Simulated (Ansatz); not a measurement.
**V2Ga4Pt, from a guessed structure to a relaxed one**

Starting from a made-up structure for V2Ga4Pt, the aim is the relaxed cell, its shortest contacts and, where a second run follows, its electronic structure.

Program: Ansatz 0.2.0. Level of theory: DFT, PBE, plane-wave PAW, files of the set soft_1, scalar-relativistic, ferromagnetic start, cell and ions relaxed at zero pressure; PAW set soft_1, in the first sound run; inputs show where later runs differ. Results are calculated unless marked as measured.

## Step 1: The starting structure

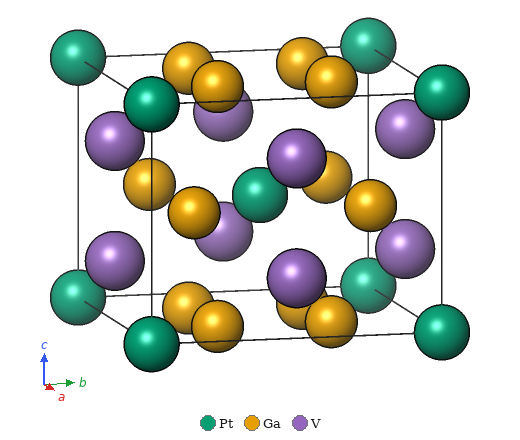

The cell as given, slightly off an axis (platinum teal, gallium orange, vanadium purple). This picture shows the conventional cell, with its axes. Some periodic images of atoms are drawn too.

## Step 2: Relaxation of the guess

The guessed cell has no reason to be at equilibrium. It is relaxed with the atoms, within the space group of the guess.

Input file input.yaml:

```yaml
crystal:
  lattice:
    - [-3.1375, 3.1375, 2.5455]
    - [3.1375, -3.1375, 2.5455]
    - [3.1375, 3.1375, -2.5455]
  atoms:
    - { symbol: Pt, position: [0.0, 0.0, 0.0] }
    - { symbol: Ga, position: [0.6961, 0.3039, 0.0] }
    - { symbol: Ga, position: [0.3039, 0.6961, 0.0] }
    - { symbol: Ga, position: [0.6961, 0.6961, 0.3922] }
    - { symbol: Ga, position: [0.3039, 0.3039, 0.6078] }
    - { symbol: V, position: [0.25, 0.75, 0.5], spin: 2.0 }
    - { symbol: V, position: [0.75, 0.25, 0.5], spin: 2.0 }
magnetization:
  spin_polarized: true
kpoints:
  mp_grid: { grid: [7, 7, 7] }
scf:
  occupations: { method: fermi_dirac, width: 0.05 }
hamiltonian:
  xc: pbe
  pseudopotentials: { kind: paw, azcp: { folder: soft_1 } }
relax:
  f_tol: 0.015
  max_steps: 70
  cell: {}
output:
  forces: true
  stress: true
```

On the command line:

```
$ ansatz run input.yaml --threads 4 --pin off --max-ram 10240MiB --backend cpu --events-out ev --progress --plain --runs-dir out
```

Numbers of over 12 decimals in the logs are rounded to 6 here.

What it wrote:

```text
Engine: ansatz 0.2.0, aarch64-unknown-linux-gnu
Pseudopotentials: kind: paw
Pseudopotential: Pt, paw, valence charge 18, recommended cutoff 420 eV (normal), soft_1/Pt.paw.azcp
Pseudopotential: Ga, paw, valence charge 13, recommended cutoff 420 eV (normal), soft_1/Ga.paw.azcp
Pseudopotential: V, paw, valence charge 13, recommended cutoff 420 eV (normal), soft_1/V.paw.azcp
Functional definition: PBE
  parameter kappa = 0.804
  parameter beta = 0.066725
  exchange = pbe_x(kappa = kappa, mu = beta*pi^2/3)
  correlation = pbe_c(beta = beta)
Crystal: 7 atoms, lattice volume = 100.231 Å³
Basis set: ecut = 420 eV, 1945 PW (Γ), exchange–correlation on 72×72×72 points (8 copies of the dense FFT grid, shifted against one another)
Bands: 60, of which v1, the nominal top of the filled ones, is band 48 counted from 1 (47 counted from 0)
Symmetry: 16 space group operations
Space group: I4/mmm (ITA 139), of the structure as read, at distance tolerance 4.6e-5 Å
Magnetic group: BNS 139.531 (UNI 1191), of the structure as read, at distance tolerance 4.6e-5 Å
k-points: 40 of 343
Non-local potential: Pt, projectors of the file, l = 0: 3, l = 1: 2, l = 2: 2, l = 3: 1
Non-local potential: Ga, projectors of the file, l = 0: 2, l = 1: 2, l = 2: 3, l = 3: 1
Non-local potential: V, projectors of the file, l = 0: 3, l = 1: 2, l = 2: 3, l = 3: 1
PAW form: soft (Blöchl's): semilocal exchange-correlation on the pseudo side does not see the compensation charge
PAW one-centre angular grid: Pt, 590 points (default); XC on 64 Gauss nodes
PAW one-centre angular grid: Ga, 590 points (default); XC on 64 Gauss nodes
PAW one-centre angular grid: V, 590 points (default); XC on 64 Gauss nodes
Initial density: superposition of atomic densities (chi_scale 0.1, normalization cell, long waves kept (reshape's long-wave potential 0.00 eV rms))
Starting moments: Σ|m| = 4 μB on 2 of 7 sites
Initial wavefunctions: pseudopotential atomic-orbital guess
Functional: x = pbe(κ = 0.804, μ = 0.219515), c = pbe(β = 0.066725)
SCF iter   1: F=—  HF=-33485.754639 eV  |F-HF|=—  |Δ(HF+E_count)|=         —  Δρ=1.06e-1 (↑9.76e-2 ↓1.06e-1)  dr2=9.97e1  dr2_m=2.21e-1  M=2.763 μB ∫|m|=3.334 μB  β_m=0.30  ethr=3.10e-3  ⟨swp⟩=5.8  Hψ=15380  notcnv=0  defer=20
Mixer restart at iter 1: flushing history
preconditioner: auto → Kerker (q_TF=auto, 2.709 Å⁻¹)  [metal: Δε(μ)=0.021 eV  Ē_g=13.449 eV  σ=0.050 eV  W_gap=0.10  n_scr=34 (ndim 8)  ℏωp=31.5 eV  f_vac=0.000  D(μ)=5.22/eV (n_scr^D=46)]
spin=Collinear: Kerker preconditioning applied to the charge; magnetization (m = ρ↑ − ρ↓) channel mixes plain (no charge-response kernel on spin).
SCF iter   2: F=—  HF=-33481.974138 eV  |F-HF|=—  |Δ(HF+E_count)|=    3.78e0  Δρ=3.81e-2 (↑2.96e-2 ↓3.81e-2)  dr2=8.23e0  dr2_m=3.35e-1  M=2.678 μB ∫|m|=3.166 μB  β_m=0.35  ethr=3.10e-3  ⟨swp⟩=3.1  Hψ=10530  notcnv=0  defer=183
SCF iter   3: F=—  HF=-33481.936360 eV  |F-HF|=—  |Δ(HF+E_count)|=   3.78e-2  Δρ=2.58e-2 (↑1.99e-2 ↓2.58e-2)  dr2=2.97e0  dr2_m=2.01e-1  M=2.490 μB ∫|m|=2.967 μB  β_m=0.67  ethr=3.10e-3  ⟨swp⟩=2.0  Hψ=6367  notcnv=0  defer=239
SCF iter   4: F=—  HF=-33481.494501 eV  |F-HF|=—  |Δ(HF+E_count)|=   4.42e-1  Δρ=1.78e-2 (↑1.78e-2 ↓7.92e-3)  dr2=3.16e-1  dr2_m=7.76e-2  M=1.708 μB ∫|m|=2.139 μB  β_m=0.61  ethr=3.09e-3  ⟨swp⟩=2.6  Hψ=7013  notcnv=0  defer=248
SCF iter   5: F=—  HF=-33481.605453 eV  |F-HF|=—  |Δ(HF+E_count)|=   1.11e-1  Δρ=1.36e-2 (↑1.36e-2 ↓5.68e-3)  dr2=3.79e-1  dr2_m=4.14e-2  M=1.382 μB ∫|m|=1.773 μB  β_m=0.80  ethr=3.29e-4  ⟨swp⟩=2.9  Hψ=9770  notcnv=0  defer=229
SCF iter   6: F=—  HF=-33481.914998 eV  |F-HF|=—  |Δ(HF+E_count)|=   3.10e-1  Δρ=8.22e-3 (↑8.22e-3 ↓5.28e-3)  dr2=1.02e-1  dr2_m=2.90e-2  M=1.101 μB ∫|m|=1.425 μB  β_m=0.83  ethr=3.29e-4  ⟨swp⟩=2.8  Hψ=9105  notcnv=0  defer=229
SCF iter   7: F=—  HF=-33482.049704 eV  |F-HF|=—  |Δ(HF+E_count)|=         —  Δρ=1.76e-2 (↑1.76e-2 ↓1.34e-2)  dr2=5.77e-2  dr2_m=2.17e-1  M=0.264 μB ∫|m|=0.437 μB  β_m=0.83  ethr=1.06e-4  ⟨swp⟩=2.1  Hψ=9140  notcnv=0  defer=232
Mixer restart at iter 7: flushing history
SCF iter   8: F=—  HF=-33482.017847 eV  |F-HF|=—  |Δ(HF+E_count)|=   3.19e-2  Δρ=8.00e-3 (↑4.60e-3 ↓8.00e-3)  dr2=2.38e-2  dr2_m=3.21e-2  M=0.122 μB ∫|m|=0.210 μB  β_m=0.91  ethr=6.01e-5  ⟨swp⟩=2.0  Hψ=9036  notcnv=0  defer=232
SCF iter   9: F=—  HF=-33482.026825 eV  |F-HF|=—  |Δ(HF+E_count)|=   8.98e-3  Δρ=3.84e-3 (↑3.84e-3 ↓1.95e-3)  dr2=1.34e-2  dr2_m=4.48e-3  M=0.047 μB ∫|m|=0.085 μB  β_m=0.87  ethr=2.48e-5  ⟨swp⟩=2.3  Hψ=9816  notcnv=0  defer=209
SCF iter  10: F=—  HF=-33482.018087 eV  |F-HF|=—  |Δ(HF+E_count)|=   8.74e-3  Δρ=5.96e-4 (↑5.36e-4 ↓5.96e-4)  dr2=8.29e-4  dr2_m=8.30e-5  M=0.010 μB ∫|m|=0.020 μB  β_m=0.72  ethr=1.40e-5  ⟨swp⟩=2.0  Hψ=9248  notcnv=0  defer=221
SCF iter  11: F=—  HF=-33482.017499 eV  |F-HF|=—  |Δ(HF+E_count)|=   5.88e-4  Δρ=2.52e-4 (↑1.37e-4 ↓2.52e-4)  dr2=1.60e-4  dr2_m=2.20e-5  M=0.006 μB ∫|m|=0.012 μB  β_m=0.83  ethr=8.64e-7  ⟨swp⟩=2.0  Hψ=7689  notcnv=0  defer=221
SCF iter  12: F=—  HF=-33482.017502 eV  |F-HF|=—  |Δ(HF+E_count)|=   2.74e-6  Δρ=1.29e-4 (↑1.28e-4 ↓1.29e-4)  dr2=8.22e-5  dr2_m=1.44e-7  M=0.000 μB ∫|m|=0.001 μB  β_m=0.91  ethr=1.67e-7  ⟨swp⟩=2.0  Hψ=8084  notcnv=0  defer=221
SCF iter  13: F=—  HF=-33482.017520 eV  |F-HF|=—  |Δ(HF+E_count)|=   1.75e-5  Δρ=8.20e-5 (↑8.20e-5 ↓4.50e-5)  dr2=2.32e-5  dr2_m=6.35e-7  M=0.000 μB ∫|m|=0.001 μB  β_m=0.96  ethr=8.56e-8  ⟨swp⟩=2.0  Hψ=5287  notcnv=0  defer=221
SCF iter  14: F=—  HF=-33482.017521 eV  |F-HF|=—  |Δ(HF+E_count)|=   8.77e-7  Δρ=2.40e-5 (↑2.40e-5 ↓1.05e-5)  dr2=1.22e-6  dr2_m=6.54e-8  M=0.000 μB ∫|m|=0.000 μB  β_m=0.80  ethr=2.42e-8  ⟨swp⟩=2.0  Hψ=5321  notcnv=0  defer=221
SCF iter  15: F=—  HF=-33482.017520 eV  |F-HF|=—  |Δ(HF+E_count)|=   1.54e-7  Δρ=3.45e-6 (↑3.38e-6 ↓3.45e-6)  dr2=3.99e-8  dr2_m=1.03e-9  M=0.000 μB ∫|m|=0.000 μB  β_m=0.90  ethr=1.28e-9  ⟨swp⟩=2.0  Hψ=8273  notcnv=0  defer=221
SCF iter  16: F=—  HF=-33482.017520 eV  |F-HF|=—  |Δ(HF+E_count)|=   1.17e-8  Δρ=5.01e-7 (↑4.49e-7 ↓5.01e-7)  dr2=6.57e-10  dr2_m=4.92e-11  M=0.000 μB ∫|m|=0.000 μB  β_m=0.95  ethr=4.15e-11  ⟨swp⟩=2.1  Hψ=8302  notcnv=0  defer=221
SCF iter  17: F=-33482.017520 eV  HF=-33482.017520 eV  |F-HF|=2.84e-10  |Δ(HF+E_count)|=  2.98e-10  Δρ=2.61e-7 (↑2.07e-7 ↓2.61e-7)  dr2=3.17e-10  dr2_m=4.55e-12  M=0.000 μB ∫|m|=0.000 μB  ethr=1.00e-12  ⟨swp⟩=1.0  Hψ=10069  notcnv=0
[...]
relax step   4: F+E_penalty+E_count = -33482.60532553 eV  Δ(F+E_penalty+E_count) = -8.502e-3 eV  max|allowed force component| = 1.530e-2 eV/Å  Δτ_max = 0.0155 Å  P = +0.266 GPa  Ω = 107.836 Å³  energy of the carried Pulay correction = -4.599e-3 eV  (9 SCF iters, dr2 threshold 7.00e-7 eV, accepted)
[...]
relax step   5: F+E_penalty+E_count = -33482.60594214 eV  Δ(F+E_penalty+E_count) = -6.166e-4 eV  max|allowed force component| = 2.000e-3 eV/Å  Δτ_max = 0.0039 Å  P = +0.041 GPa  Ω = 108.074 Å³  energy of the carried Pulay correction = -4.737e-3 eV  (7 SCF iters, dr2 threshold 4.69e-7 eV, accepted)
[...]
relax step   6: F+E_penalty+E_count = -33482.60594660 eV  Δ(F+E_penalty+E_count) = -4.469e-6 eV  max|allowed force component| = 1.390e-4 eV/Å  Δτ_max = 0.0002 Å  P = -0.003 GPa  Ω = 108.113 Å³  energy of the carried Pulay correction = -4.760e-3 eV  (9 SCF iters, dr2 threshold 3.35e-8 eV, accepted)
Initial wavefunctions: pseudopotential atomic-orbital guess (no wavefunctions were taken with the density)
iter 1 solved again at ethr=6.16e-8 eV; its pass at ethr=3.10e-3 eV (dr2=5.91e-5 eV) is discarded
SCF iter   1: F=—  HF=-33482.605231 eV  |F-HF|=—  |Δ(HF+E_count)|=         —  Δρ=6.27e-4 (↑6.27e-4 ↓6.27e-4)  dr2=4.73e-5  dr2_m=1.07e-12  M=-0.000 μB ∫|m|=0.000 μB  β_m=0.65  ethr=6.16e-8  ⟨swp⟩=3.0  Hψ=27368  notcnv=0
spin=Collinear: Kerker preconditioning applied to the charge; magnetization (m = ρ↑ − ρ↓) channel mixes plain (no charge-response kernel on spin).
SCF iter   2: F=—  HF=-33482.609906 eV  |F-HF|=—  |Δ(HF+E_count)|=   4.68e-3  Δρ=2.32e-4 (↑2.32e-4 ↓2.32e-4)  dr2=1.22e-5  dr2_m=4.21e-13  M=-0.000 μB ∫|m|=0.000 μB  β_m=0.57  ethr=4.92e-8  ⟨swp⟩=2.0  Hψ=7352  notcnv=0
SCF iter   3: F=—  HF=-33482.610526 eV  |F-HF|=—  |Δ(HF+E_count)|=   6.19e-4  Δρ=7.00e-5 (↑7.00e-5 ↓7.00e-5)  dr2=7.25e-7  dr2_m=1.54e-13  M=-0.000 μB ∫|m|=0.000 μB  β_m=0.57  ethr=1.27e-8  ⟨swp⟩=2.0  Hψ=6534  notcnv=0
SCF iter   4: F=—  HF=-33482.610591 eV  |F-HF|=—  |Δ(HF+E_count)|=   6.52e-5  Δρ=8.50e-6 (↑8.49e-6 ↓8.50e-6)  dr2=4.50e-7  dr2_m=5.22e-14  M=-0.000 μB ∫|m|=0.000 μB  β_m=0.78  ethr=7.55e-10  ⟨swp⟩=2.0  Hψ=7676  notcnv=0
SCF iter   5: F=—  HF=-33482.610592 eV  |F-HF|=—  |Δ(HF+E_count)|=   1.17e-6  Δρ=5.86e-6 (↑5.86e-6 ↓5.86e-6)  dr2=3.94e-7  dr2_m=9.00e-15  M=-0.000 μB ∫|m|=0.000 μB  β_m=0.89  ethr=4.69e-10  ⟨swp⟩=2.0  Hψ=8236  notcnv=0
SCF iter   6: F=—  HF=-33482.610592 eV  |F-HF|=—  |Δ(HF+E_count)|=   1.68e-7  Δρ=2.44e-6 (↑2.44e-6 ↓2.43e-6)  dr2=2.98e-8  dr2_m=9.09e-15  M=-0.000 μB ∫|m|=0.000 μB  β_m=0.95  ethr=4.11e-10  ⟨swp⟩=2.1  Hψ=8581  notcnv=0
SCF iter   7: F=—  HF=-33482.610592 eV  |F-HF|=—  |Δ(HF+E_count)|=   3.99e-8  Δρ=7.46e-7 (↑7.46e-7 ↓7.46e-7)  dr2=2.91e-9  dr2_m=1.05e-15  M=-0.000 μB ∫|m|=0.000 μB  β_m=0.89  ethr=3.10e-11  ⟨swp⟩=2.0  Hψ=8662  notcnv=0
SCF iter   8: F=—  HF=-33482.610615 eV  |F-HF|=—  |Δ(HF+E_count)|=   2.28e-5  Δρ=5.45e-7 (↑5.45e-7 ↓5.45e-7)  dr2=1.51e-9  dr2_m=2.09e-16  M=-0.000 μB ∫|m|=0.000 μB  β_m=0.91  ethr=3.03e-12  ⟨swp⟩=2.0  Hψ=8664  notcnv=0
SCF iter   9: F=—  HF=-33482.610615 eV  |F-HF|=—  |Δ(HF+E_count)|=   2.38e-9  Δρ=2.03e-7 (↑2.03e-7 ↓2.02e-7)  dr2=7.96e-11  dr2_m=5.34e-17  M=-0.000 μB ∫|m|=0.000 μB  β_m=0.95  ethr=1.57e-12  ⟨swp⟩=2.0  Hψ=8666  notcnv=0
SCF iter  10: F=—  HF=-33482.610615 eV  |F-HF|=—  |Δ(HF+E_count)|=  5.46e-10  Δρ=5.57e-8 (↑5.56e-8 ↓5.57e-8)  dr2=1.30e-11  dr2_m=1.48e-17  M=-0.000 μB ∫|m|=0.000 μB  β_m=0.98  ethr=1.00e-12  ⟨swp⟩=2.0  Hψ=5380  notcnv=0
SCF iter  11: F=-33482.610615 eV  HF=-33482.610615 eV  |F-HF|=7.28e-12  |Δ(HF+E_count)|=  2.91e-11  Δρ=2.11e-8 (↑2.11e-8 ↓2.11e-8)  dr2=3.12e-12  dr2_m=1.09e-18  M=-0.000 μB ∫|m|=0.000 μB  ethr=1.00e-12  ⟨swp⟩=2.0  Hψ=12812  notcnv=0
the starting moments were not kept: the SCF closed with an absolute magnetisation of 4.1e-9 μB, where they sum to 4 μB in size (2 sites). That is at most 0.1 of that sum. Measured as dr2_m measures the in/out step, that magnetisation stands 3.1e-18 eV from none, at or under the dr2_threshold of 7.0e-11 eV: it is no larger than a step whose dr2_m would equal this threshold.
SCF 7 converged in 11 iterations: F = -33482.610615 eV  dr2 = 3.12e-12
relax step   7: F+E_penalty+E_count = -33482.61061497 eV  Δ(F+E_penalty+E_count) = -4.668e-3 eV  max|allowed force component| = 3.149e-4 eV/Å  Δτ_max = 0.0000 Å  P = -0.008 GPa  Ω = 108.113 Å³  stress off target by 1.44e-2 GPa  SCF on the basis re-selected at this cell (its energy is not comparable with the rows above)  (11 SCF iters)
basis re-selected at this cell: Δ(F+E_penalty+E_count) = -4.668e-3 eV, ΔP = -0.005 GPa vs the last step (what re-selecting the basis moved, of the pressure what is left beyond the Pulay correction that the steps carried, after the strain that the cell walked since its last selection, with what the two solves' SCF thresholds leave and, on support functions, any second-order correction that the steps lacked; it is no m [...]
SCF converged after 11 iterations
Magnetization: -0.0000 μB (48.0000 up, 48.0000 down)
Absolute magnetization: 0.0000 μB (∫|ρ↑−ρ↓|, with the PAW one-centre terms)
Spin contamination: 0.0000 ħ² per cell (⟨S²⟩ above its minimum at these occupations)
Per-site moments (μB) at R_I (Å): [(-2.514570520855798e-10, 1.066700), (7.053505702521703e-11, 1.066700), (7.053520033911337e-11, 1.066700), (7.053527601599654e-11, 1.066700), (7.053530105507564e-11, 1.066700), (-1.3213194262554672e-9, 1.088546), (-1.3213193303375913e-9, 1.088546)]
Free energy (F): -33482.610615 eV
Harris-Foulkes:  -33482.610615 eV  (|F-HF|=7.28e-12)
Internal energy: -33482.580875 eV  (E = F + TS)
E sigma→0 (E₀):  -33482.595745 eV
Entropy (-TS):   -0.029740 eV (-4.249 meV/atom)
Fermi energy:    14.636219 eV
--- Per-component energies (eV) ---
  E_band       = -539.060441
  E_kinetic    = 1640.694318
  E_local      = -8411.755664  (includes V_loc(G=0)·N_el)
  E_nonlocal   = -4.635443
  E_hartree    = 4695.586916
  E_xc         = -718.010826
  E_vxc        = -789.360491  (∫ρ·V_xc dr)
  E_paw        = -19698.165030  (= ΣΔE_a)
  E_vpaw       = -2365.179309  (= ΣTr[D̂ρ^β])
  E_aug_tail   = 0.002204  (compensation charges beyond the density's cutoff)
  E_ewald      = -10986.297351
  E_smearing   = -0.029740  (= −TS)
  E_closure    = 0.000000  (closes the sum)
  Σ components = -33482.610615   (vs F -33482.610615, Δ=0.00e0)
--- Forces (eV/Å), atoms counted from 1 ---
  atom   1  Pt    -0.00000000     0.00000000    -0.00000000
  atom   2  Ga    -0.00031493     0.00031493     0.00000000
  atom   3  Ga     0.00031493    -0.00031493     0.00000000
  atom   4  Ga     0.00031493     0.00031493     0.00000000
  atom   5  Ga    -0.00031493    -0.00031493     0.00000000
  atom   6  V      0.00000000     0.00000000     0.00000000
  atom   7  V     -0.00000000     0.00000000     0.00000000
  max |Σ_I F_I| component: 4.86e-17 eV/Å
--- Stress (GPa, compression-positive) ---
       -0.014379      -0.000000       0.000000
       -0.000000      -0.014379       0.000000
       -0.000000      -0.000000       0.004073
  P = ⅓ Tr σ = -0.0082 GPa (-0.082 kbar)
--- Relaxed structure (6 steps of the walk, 6 accepted, 1 SCFs on fresh bases) ---
  F+E_penalty+E_count = -33482.61061497 eV   max|allowed force component| = 3.149e-4 eV/Å   (the final SCF, on the basis selected at the relaxed cell)
  cell:  # Å, volume = 108.1129 Å³
    - [-3.195706, 3.195706, 2.646573]
    - [3.195706, -3.195706, 2.646573]
    - [3.195706, 3.195706, -2.646573]
  atoms:
    - { symbol: Pt, position: [4.732971350577017e-19, 5.92392763566355e-19, 1.0656898986240566e-18] }
    - { symbol: Ga, position: [0.713908, 0.286092, 0.0] }
    - { symbol: Ga, position: [0.286092, 0.713908, 0.0] }
    - { symbol: Ga, position: [0.713908, 0.713908, 0.427815] }
    - { symbol: Ga, position: [0.286092, 0.286092, 0.572185] }
    - { symbol: V, position: [0.250000, 0.75, 0.500000] }
    - { symbol: V, position: [0.75, 0.250000, 0.500000] }
```

It took 75 s on 4 threads of Arm Neoverse V1, shared host; peak memory 0.77 GiB.

Step by step:

| step | energy less that of the first step (eV) | largest force component (eV/Å) | pressure (GPa) | volume (Å³) |
| --- | --- | --- | --- | --- |
| 1 | 0.0000 | 1.0198 | 9.06 | 100.23 |
| 2 | -0.4581 | 0.5173 | 1.18 | 105.86 |
| 3 | -0.5793 | 0.0929 | 0.92 | 107.04 |
| 4 | -0.5878 | 0.0153 | 0.27 | 107.84 |
| 5 | -0.5884 | 0.0020 | 0.04 | 108.07 |
| 6 | -0.5884 | 0.0001 | 0.00 | 108.11 |
| 7* | -0.5931 | 0.0003 | -0.01 | 108.11 |

Relaxation steps marked * repeat the geometry before them on a plane-wave basis chosen anew for their cell, so energy and pressure can jump there.

Forces are held to the 16 operations that the run works with; a distortion that breaks them can't arise in this run.

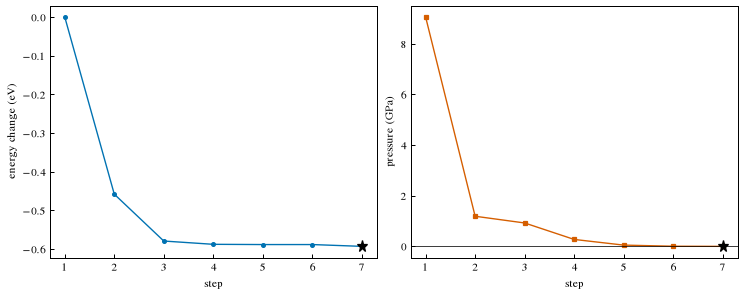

Energy and pressure along the relaxation. Stars mark steps on a basis chosen anew.

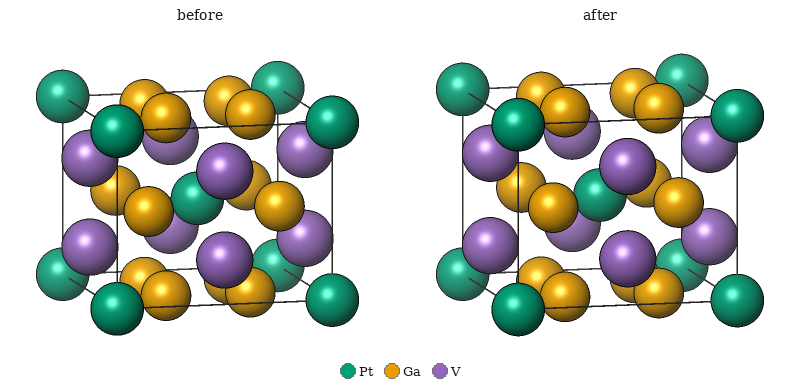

Before and after, at one scale.

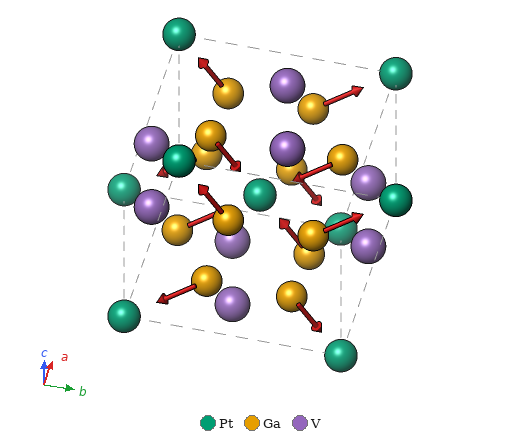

Displacements in the relaxation, exaggerated, measured against the changing cell; the longest in the cell stands for 0.16 Å. Some periodic images of atoms are drawn too.

| conventional cell, symmetrised | before | after | change |
| --- | --- | --- | --- |
| a (Å) | 6.275 | 6.391 | +1.9 % |
| b (Å) | 6.275 | 6.391 | +1.9 % |
| c (Å) | 5.091 | 5.293 | +4.0 % |
| volume (Å³/atom) | 14.32 | 15.44 | +7.9 % |

The atoms that moved most (Å, as changes of fractional coordinates times the final cell):

| atom | dx | dy | dz | length |
| --- | --- | --- | --- | --- |
| Ga2 | -0.114 | 0.114 | 0.000 | 0.161 |
| Ga3 | 0.114 | -0.114 | 0.000 | 0.161 |
| Ga4 | 0.114 | 0.114 | 0.000 | 0.161 |
| Ga5 | -0.114 | -0.114 | 0.000 | 0.161 |

Final coordinates:

```cif
data_structure
_symmetry_space_group_name_H-M 'P 1'
_symmetry_Int_Tables_number 1
_cell_length_a 5.2373
_cell_length_b 5.2373
_cell_length_c 5.2373
_cell_angle_alpha 104.795
_cell_angle_beta 104.795
_cell_angle_gamma 119.293
_cell_volume 108.11
loop_
_atom_site_label
_atom_site_type_symbol
_atom_site_fract_x
_atom_site_fract_y
_atom_site_fract_z
_atom_site_occupancy
Pt1 Pt 0.00000 0.00000 0.00000 1
Ga2 Ga 0.71391 0.28609 0.00000 1
Ga3 Ga 0.28609 0.71391 0.00000 1
Ga4 Ga 0.71391 0.71391 0.42782 1
Ga5 Ga 0.28609 0.28609 0.57218 1
V6 V 0.25000 0.75000 0.50000 1
V7 V 0.75000 0.25000 0.50000 1
```

This step gave:

| Item | Value |
| --- | --- |
| free energy | -33482.6106 eV |
| energy at zero smearing | -33482.5957 eV |
| smearing term TS | 0.02974 eV |
| Fermi energy | 14.64 eV |
| electrons | 96 |
| symmetry operations | 16 |
| pressure | -0.008228 GPa |

Shortest distances by pair of elements, guess and relaxed (not always the same contact):

| pair | guess (Å) | relaxed (Å) |
| --- | --- | --- |
| Ga–Pt | 2.697 | 2.586 |
| Ga–V | 2.602 | 2.639 |
| V–V | 2.546 | 2.647 |
| Ga–Ga | 2.461 | 2.726 |
| Pt–V | 3.386 | 3.459 |

The relaxation ends with a largest force component of 3.2e-4 eV/Å and a pressure of -0.01 GPa. The starting moments have collapsed: the run ends non-magnetic.

[end of part 1 of 2]

[Logs are printed without paths, hosts, clocks, repeated set-up lines and the standing remarks that a program may print on its own settings, such as how far it seeks lower states.]

[Hosts, paths, dates, database ids (printed as entryN), source tags and the programs' standing remarks are cut or masked in the printed files.]
